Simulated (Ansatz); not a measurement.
**CH$_{3}$ClSi (SMILES C[Si]Cl): density, localisation and related maps**

Input

```
crystal:
  periodic: [false, false, false]
  atoms:
    - { symbol: C, position_ang: [-0.3983, 0.342, -0.1779] }
    - { symbol: Si, position_ang: [0.2782, -0.6354, 1.1618] }
    - { symbol: Cl, position_ang: [1.9015, -1.6113, 0.432] }
    - { symbol: H, position_ang: [0.3418, 1.1401, -0.5624] }
    - { symbol: H, position_ang: [-1.3315, 0.9189, 0.1402] }
    - { symbol: H, position_ang: [-0.7496, -0.2183, -1.0399] }
basis:
  gaussian: { orbitals: cc-pVDZ }
hamiltonian:
  xc: pbe
relax:
  f_tol: 0.015
  max_steps: 40
output:
  orbitals: {}
```

Run with:

```sh
ansatz run input.yaml --threads 1 --pin off --max-ram 2048MiB --backend cpu --events-out ev --progress --plain --runs-dir out
```

The fields are those of the relaxed geometry.

All numbers below come from RKS PBE/cc-pVDZ (Ansatz 0.2.0).

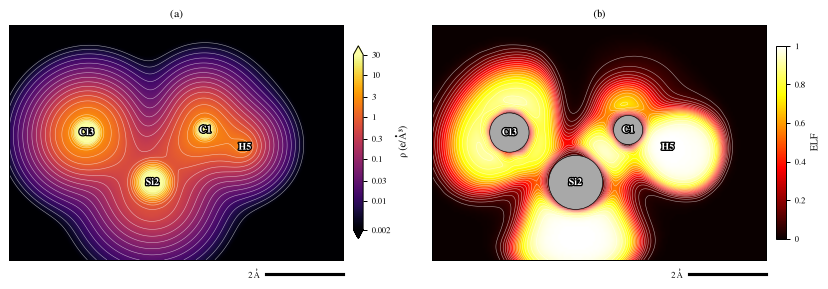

Figure 1. (a) electron density; (b) ELF on the plane of atoms C1, Si2 and Cl3. Grey discs cover the atomic cores in the ELF map.

Q: What does the map show?

A:
- The plane passes through C, Si, Cl and H nuclei.
- C–Si (1.92 Å): the density is about 0.87 e/Å³ at the midpoint; the ELF peaks at about 0.95 between the atoms: a covalent bond.
- Si–Cl (2.15 Å): the density is about 0.72 e/Å³ at the midpoint; the ELF peaks at about 0.85 between the atoms (a polar covalent bond).
- C–H (1.11 Å): ρ at the midpoint is about 1.8 e/Å³; the ELF climbs to about 1 towards the hydrogen, as it does in any bond to H: an ordinary covalent bond to hydrogen.
- The ELF also peaks beside Si2 and Cl3, away from the bonds: lone-pair regions.

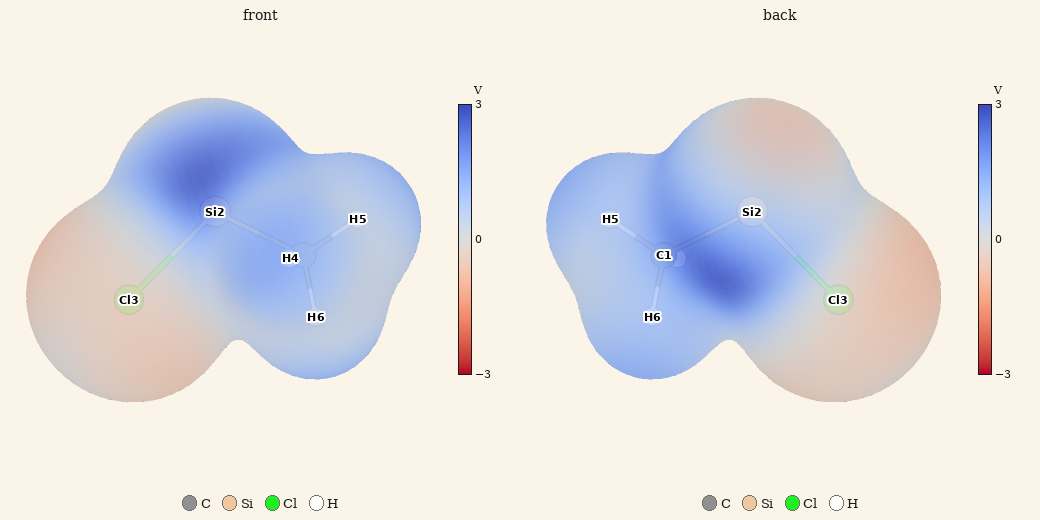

Figure 2. The electrostatic potential painted on the density surface at 0.004 e/bohr³, seen from the front and from behind; red is negative and blue positive.

Q: Describe the electrostatic potential map.

A: The most negative region (about −0.7 V, or −16 kcal/mol for a unit charge) lies over Cl3, the most positive (about +2.6 V, or +60 kcal/mol for a unit charge) over Si2.

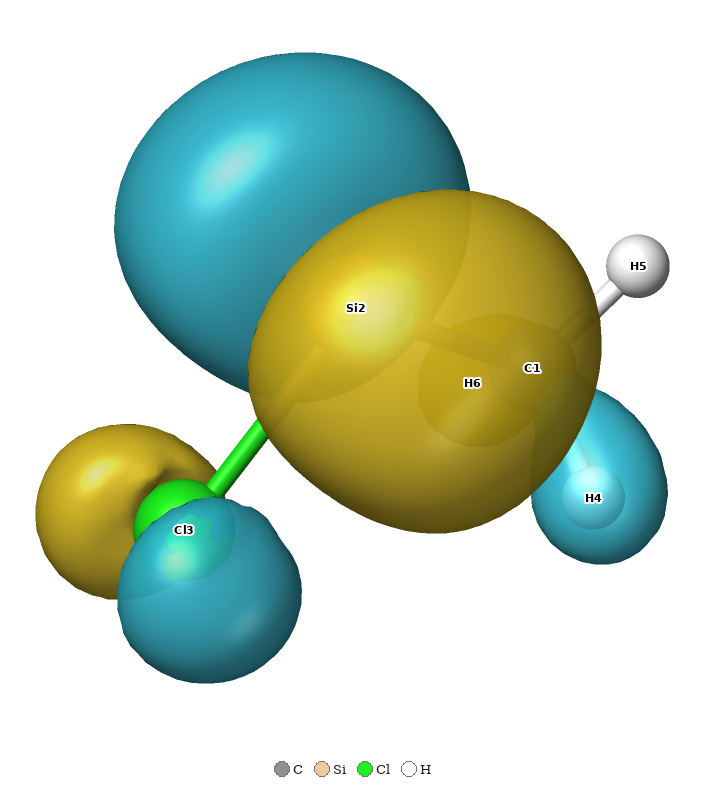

Figure 3. The LUMO at ±0.1 Å⁻³ᐟ² (yellow and cyan are the two phases), seen at an oblique angle.

Q: What is the character of this orbital?

A: Its weight (Hirshfeld) is mainly on Si2 (about 80 %) and Cl3 (about 10 %). Its energy is −3.39 eV.
